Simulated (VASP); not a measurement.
Band structure of TbTe (space group Fm-3m). These are PBEsol GGA with spin-orbit coupling, VASP's PBE PAW potentials (set 64) (plane waves; VASP 6.6.1) values and carry that method's errors.

The 4f electrons are frozen in the core of the lanthanide potential, so 4f levels, which can set the real gap, and their magnetism are missing.

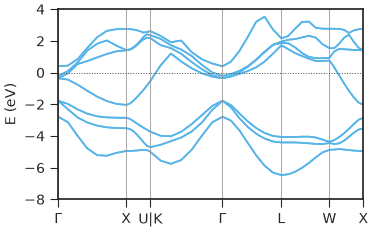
*Bands along high-symmetry lines, zero at the valence-band maximum or, without a gap, the Fermi level*

Task: Read the plot: is there a gap, and where are the band edges?

Result: It has no gap at this level: it comes out as a metal or semimetal.

The structure comes from a computed database's TbTe entry (Fm-3m); how it stands against other phases isn't given here. It was relaxed first.
